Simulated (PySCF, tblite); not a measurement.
# C₅H₆O₂: a rotation path, then NMR shifts on frames, part 1 of 2

Aim: move C₅H₆O₂ (`C=CC(=C)OC=O`) away from its starting geometry and see how NMR shifts follow the geometry.

Programs: tblite 0.8.0 and PySCF 2.14.0, with density-fitted response routines of our own. Each step states its level of theory. These are calculated values for one molecule in the gas phase, unless marked as measured. Atoms are numbered from 0 throughout.

## 1. Starting geometry

13 atoms, charge 0, multiplicity 1; geometry from: GFN2-xTB.

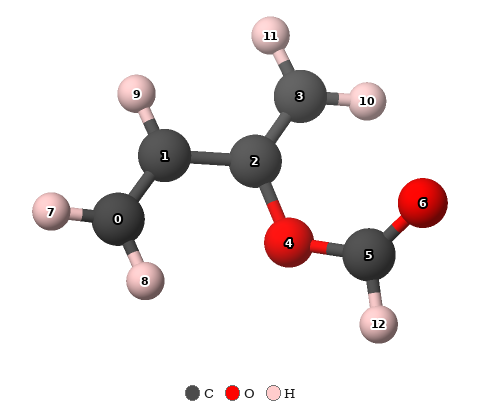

The starting geometry (carbon dark grey, oxygen red, hydrogen pink), atoms numbered.

## 2. A band between two rotamers with GFN2-xTB

The job: settings as JSON, then the geometry in Å.

```
{"job": {"kind": "neb", "xc": "GFN2-xTB", "basis": "xTB", "atoms": [1, 2, 4, 5], "turn": 180}, "charge": 0, "multiplicity": 1}
C      0.177699    -0.940988    -2.010328
C     -0.700571    -0.666717    -1.053630
C     -0.410005     0.129747     0.132111
C     -1.309470     0.391152     1.078098
O      0.895614     0.629272     0.152804
C      1.565988     0.816706     1.277129
O      1.220292     0.597424     2.398151
H     -0.089792    -1.536251    -2.865757
H      1.190094    -0.576907    -1.968268
H     -1.715037    -1.034631    -1.108336
H     -1.085007     0.982137     1.946265
H     -2.304826    -0.005934     0.998438
H      2.560632     1.215476     1.005595
```

Level: GFN2-xTB climbing-image nudged elastic band, gas phase.

Started as:

```sh
OMP_NUM_THREADS=1 python probes_run.py task.json out
```

The driver reads the jobs from task.json and runs them one after another.

What it wrote:

```text
image   E - E0 / eV
  0      -0.0000
  1       0.0142
  2       0.0343
  3       0.0400
  4       0.1314
  5       0.2728
  6       0.2055
  7       0.0684
  8       0.0326
```

Wall time 4.3 s (1 thread of Arm Neoverse V1, shared host); peak memory 0.18 GiB.

The final band, with the dihedral C1–C2–O4–C5:

```tsv
image	dihedral (°)	energy (eV)	energy (kcal/mol)
0	-148	0.000	0.0
1	-119	0.014	0.3
2	-91	0.034	0.8
3	-67	0.040	0.9
4	-47	0.131	3.0
5	-11	0.273	6.3
6	31	0.206	4.7
7	55	0.068	1.6
8	74	0.033	0.8
```

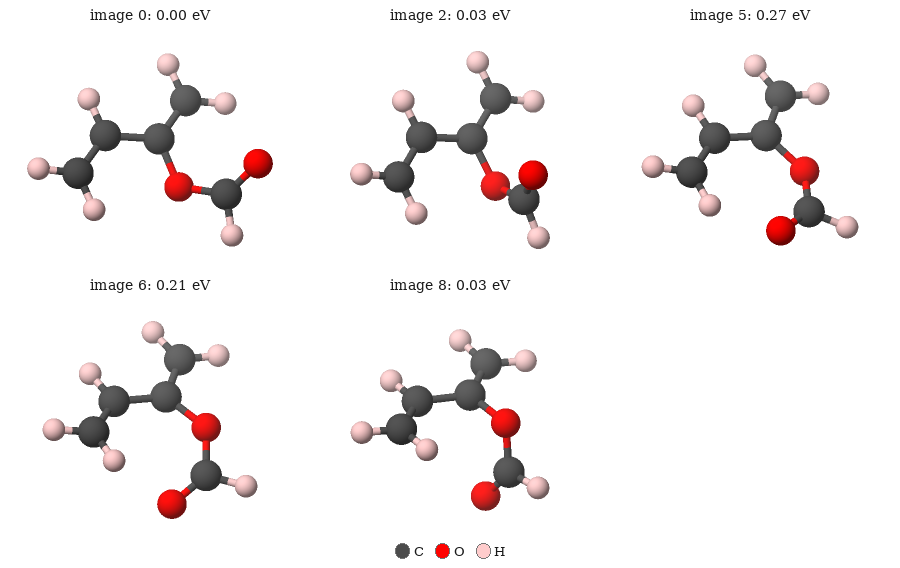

Images along the band.

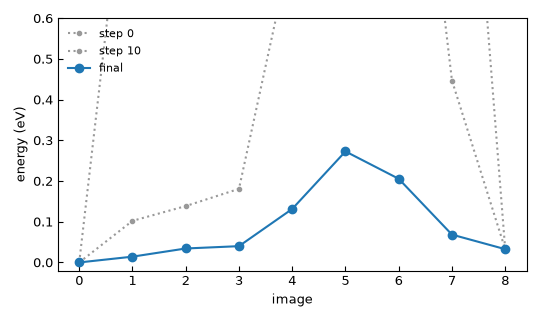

Energy along the band, early and final.

## 3. NMR shieldings: image 0, PBE0/pcSseg-1

The job: settings as JSON, then the geometry in Å.

```
{"job": {"kind": "nmr", "xc": "PBE0", "basis": "pcSseg-1", "pop": false}, "charge": 0, "multiplicity": 1}
C      0.177700    -0.941000    -2.010300
C     -0.700600    -0.666700    -1.053600
C     -0.410000     0.129700     0.132100
C     -1.309500     0.391200     1.078100
O      0.895600     0.629300     0.152800
C      1.566000     0.816700     1.277100
O      1.220300     0.597400     2.398200
H     -0.089800    -1.536300    -2.865800
H      1.190100    -0.576900    -1.968300
H     -1.715000    -1.034600    -1.108300
H     -1.085000     0.982100     1.946300
H     -2.304800    -0.005900     0.998400
H      2.560600     1.215500     1.005600
```

With the program's defaults for keys left out, this is: GIAO PBE0/pcSseg-1 NMR shielding, non-relativistic, gas phase.

What it wrote:

```text
coarse grid: 11328 points
cycle   1  E = -343.9030049140  dE =  1.210e+00  |g| = 8.714e-01  |ddm| = 3.288e+00
cycle   2  E = -343.5512415593  dE =  3.518e-01  |g| = 1.616e+00  |ddm| = 1.493e+00
cycle   3  E = -344.0351680837  dE = -4.839e-01  |g| = 2.851e-01  |ddm| = 1.116e+00
cycle   4  E = -344.0497246348  dE = -1.456e-02  |g| = 8.509e-02  |ddm| = 2.325e-01
cycle   5  E = -344.0508185308  dE = -1.094e-03  |g| = 2.592e-02  |ddm| = 5.436e-02
cycle   6  E = -344.0509552320  dE = -1.367e-04  |g| = 8.084e-03  |ddm| = 2.145e-02
cycle   7  E = -344.0509706463  dE = -1.541e-05  |g| = 2.766e-03  |ddm| = 8.335e-03
cycle   8  E = -344.0509724999  dE = -1.854e-06  |g| = 5.190e-04  |ddm| = 2.275e-03
final grid: 110688 points
cycle   9  E = -344.1141228848  dE = -2.055e-05  |g| = 1.182e-02  |ddm| = 2.677e-02
cycle  10  E = -344.1140943443  dE =  2.854e-05  |g| = 1.745e-02  |ddm| = 1.655e-02
cycle  11  E = -344.1141481792  dE = -5.383e-05  |g| = 2.280e-03  |ddm| = 9.999e-03
cycle  12  E = -344.1141491406  dE = -9.615e-07  |g| = 5.059e-04  |ddm| = 1.522e-03
cycle  13  E = -344.1141491849  dE = -4.425e-08  |g| = 1.231e-04  |ddm| = 4.056e-04
cycle  14  E = -344.1141491877  dE = -2.782e-09  |g| = 5.191e-05  |ddm| = 1.242e-04
cycle  15  E = -344.1141491883  dE = -6.756e-10  |g| = 1.239e-05  |ddm| = 4.878e-05
converged SCF energy = -344.1141491883

GIAO shielding tensors (ppm)
atom      isotropic    diamagn.    paramagn.     s11        s22        s33       span
  0 C       64.370     254.014    -189.644    -46.778     63.834    176.053    222.832
  1 C       46.649     255.877    -209.228    -65.877     64.128    141.697    207.574
  2 C       29.036     254.247    -225.210    -77.731     64.241    100.599    178.330
  3 C       72.534     256.280    -183.746    -25.198     81.535    161.267    186.465
  4 O       93.684     404.373    -310.689    -77.155    121.817    236.390    313.545
  5 C       24.161     246.124    -221.964    -85.204     72.667     85.019    170.222
  6 O     -116.374     401.051    -517.426   -437.597   -213.074    301.549    739.146
  7 H       26.170      28.667      -2.497     24.028     25.388     29.095      5.067
  8 H       25.668      32.067      -6.399     23.023     24.099     29.883      6.860
  9 H       25.355      31.718      -6.363     23.670     23.740     28.656      4.986
 10 H       25.666      31.802      -6.136     22.283     24.733     29.981      7.699
 11 H       26.243      31.608      -5.365     23.748     25.519     29.463      5.715
 12 H       23.392      26.909      -3.517     18.641     23.957     27.577      8.935
```

It took 21 s on 1 thread of Arm Neoverse V1, shared host; peak memory 0.71 GiB.

Shifts follow as δ = σ(reference) − σ, with reference shieldings (ppm) from runs at the same level and on the same kind of geometry: 1H TMS 31.72, 13C TMS 186.9, 17O H2O 336.1. The references are single molecules in the gas phase, so shifts against H2O, NH3, PH3, H3PO4 or CFCl3 are not on the usual liquid scales and can be off by tens of ppm. Each atom is listed at this fixed geometry, with no averaging over motion; a spectrum would average atoms that exchange fast.

```tsv
atoms	environment	σ (ppm)	δ (ppm)
C5	ester carbonyl carbon	24.2	162.8
C2	alkene carbon bearing oxygen	29.0	157.9
C1	alkene CH	46.6	140.3
C0	terminal =CH2 carbon	64.4	122.6
C3	β carbon of an enol-ether or enamine type C=C	72.5	114.4
H12	hydrogen on an ester carbonyl carbon	23.39	8.33
H9	hydrogen on an alkene CH	25.36	6.36
H10	hydrogen on a β carbon of an enol-ether or enamine type C=C	25.67	6.05
H8	hydrogen on a terminal =CH2 carbon	25.67	6.05
H7	hydrogen on a terminal =CH2 carbon	26.17	5.55
H11	hydrogen on a β carbon of an enol-ether or enamine type C=C	26.24	5.47
O6	ester carbonyl oxygen	-116.4	452.5
O4	ester alkoxy oxygen	93.7	242.4
```

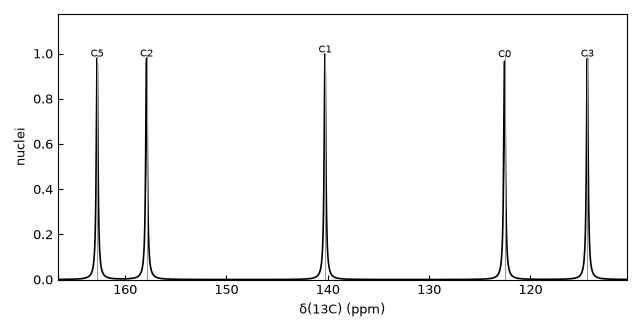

13C lines at the computed shifts, without couplings. Lines are broadened to a width of 0.19 ppm (Lorentzian).

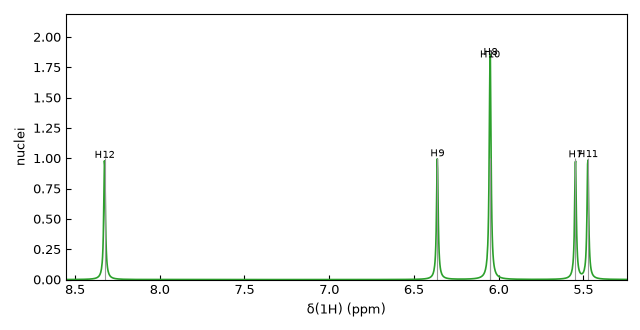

1H lines at the computed shifts, without couplings. Lines are broadened to a width of 0.01 ppm (Lorentzian).

The fields below are evaluated on a grid from the run's orbitals.

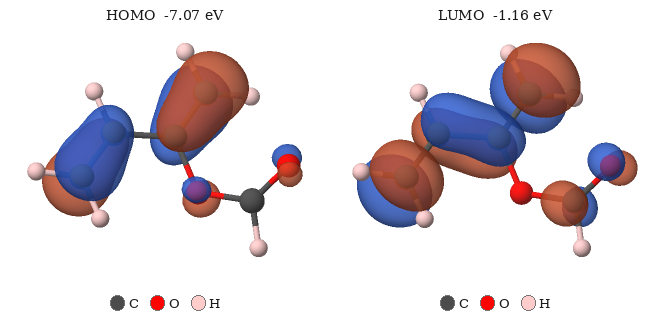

Frontier orbitals at PBE0/pcSseg-1; each surface holds 70 % of the orbital's density, blue and red mark the sign.

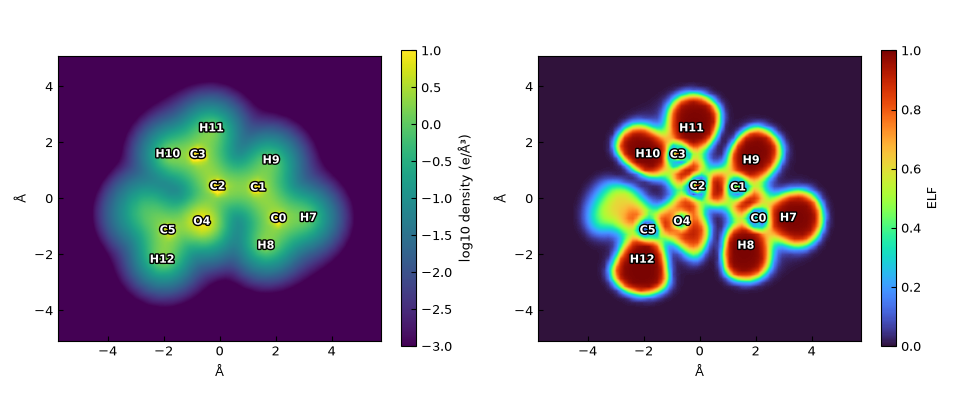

Density (left) and ELF (right) in a plane through or near 12 of the atoms.

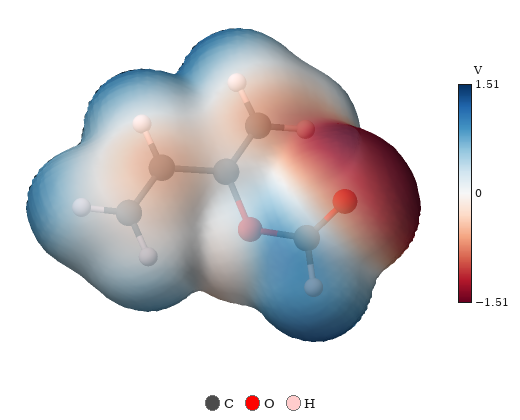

The potential that a unit positive charge feels on the 0.002 e/bohr³ surface, from the 1st to the 99th percentile, from -1.51 V near O6 to 1.15 V near H12.

## 4. Shielding tensors: image 2, PBE0/pcSseg-1

The job: settings as JSON, then the geometry in Å.

```
{"job": {"kind": "nmr", "xc": "PBE0", "basis": "pcSseg-1", "pop": false}, "charge": 0, "multiplicity": 1}
C      0.327400    -0.901600    -1.760400
C     -0.653600    -0.637500    -0.905700
C     -0.560500     0.327200     0.178000
C     -1.522900     0.557000     1.065300
O      0.635100     1.067300     0.243400
C      1.625400     0.590800     0.980100
O      1.628800    -0.406600     1.634100
H      0.215000    -1.634500    -2.539600
H      1.278700    -0.397800    -1.709300
H     -1.601500    -1.151500    -0.970000
H     -1.399900     1.272700     1.858500
H     -2.456700     0.028800     1.013900
H      2.480300     1.286000     0.894100
```

With the program's defaults for keys left out, this is: GIAO PBE0/pcSseg-1 NMR shielding, non-relativistic, gas phase.

What it wrote:

```text
coarse grid: 11328 points
cycle   1  E = -343.9010555588  dE =  1.203e+00  |g| = 8.770e-01  |ddm| = 3.303e+00
cycle   2  E = -343.5538538684  dE =  3.472e-01  |g| = 1.616e+00  |ddm| = 1.551e+00
cycle   3  E = -344.0347850614  dE = -4.809e-01  |g| = 2.848e-01  |ddm| = 1.158e+00
cycle   4  E = -344.0491927236  dE = -1.441e-02  |g| = 8.552e-02  |ddm| = 2.296e-01
cycle   5  E = -344.0503149107  dE = -1.122e-03  |g| = 2.283e-02  |ddm| = 5.111e-02
cycle   6  E = -344.0504224262  dE = -1.075e-04  |g| = 6.733e-03  |ddm| = 1.822e-02
cycle   7  E = -344.0504318374  dE = -9.411e-06  |g| = 2.803e-03  |ddm| = 7.009e-03
final grid: 110688 points
cycle   8  E = -344.1134266372  dE = -1.295e-05  |g| = 1.298e-02  |ddm| = 2.518e-02
cycle   9  E = -344.1133771865  dE =  4.945e-05  |g| = 2.063e-02  |ddm| = 1.997e-02
cycle  10  E = -344.1134579359  dE = -8.075e-05  |g| = 2.251e-03  |ddm| = 1.294e-02
cycle  11  E = -344.1134589536  dE = -1.018e-06  |g| = 4.667e-04  |ddm| = 1.630e-03
cycle  12  E = -344.1134589898  dE = -3.618e-08  |g| = 1.417e-04  |ddm| = 3.844e-04
cycle  13  E = -344.1134589932  dE = -3.458e-09  |g| = 6.586e-05  |ddm| = 1.383e-04
cycle  14  E = -344.1134589943  dE = -1.060e-09  |g| = 1.090e-05  |ddm| = 5.701e-05
cycle  15  E = -344.1134589943  dE = -2.831e-11  |g| = 2.764e-06  |ddm| = 1.108e-05
converged SCF energy = -344.1134589943

GIAO shielding tensors (ppm)
atom      isotropic    diamagn.    paramagn.     s11        s22        s33       span
  0 C       62.980     255.263    -192.283    -47.680     62.098    174.521    222.201
  1 C       48.218     255.272    -207.054    -64.804     62.401    147.056    211.860
  2 C       23.601     254.722    -231.122    -86.786     65.263     92.324    179.110
  3 C       70.833     254.511    -183.678    -25.494     82.641    155.353    180.847
  4 O       83.816     404.229    -320.414    -53.916    119.235    186.129    240.045
  5 C       23.367     246.910    -223.543    -84.555     73.883     80.772    165.327
  6 O     -115.722     401.771    -517.493   -407.961   -225.118    285.913    693.874
  7 H       26.120      29.150      -3.030     24.087     25.324     28.949      4.862
  8 H       26.058      32.773      -6.714     23.117     24.824     30.235      7.118
  9 H       25.169      31.943      -6.774     23.429     23.879     28.199      4.770
 10 H       26.436      30.629      -4.194     23.533     25.081     30.693      7.160
 11 H       26.346      31.123      -4.778     24.010     25.398     29.628      5.618
 12 H       23.536      27.192      -3.655     20.004     23.207     27.398      7.394
```

It took 15 s on 1 thread of Arm Neoverse V1, shared host; peak memory 0.73 GiB.

This run: δ C5 163.6, C2 163.3, C1 138.7, C0 123.9, H12 8.18, H9 6.55 ppm.

(Continued in part 2 of 2.)
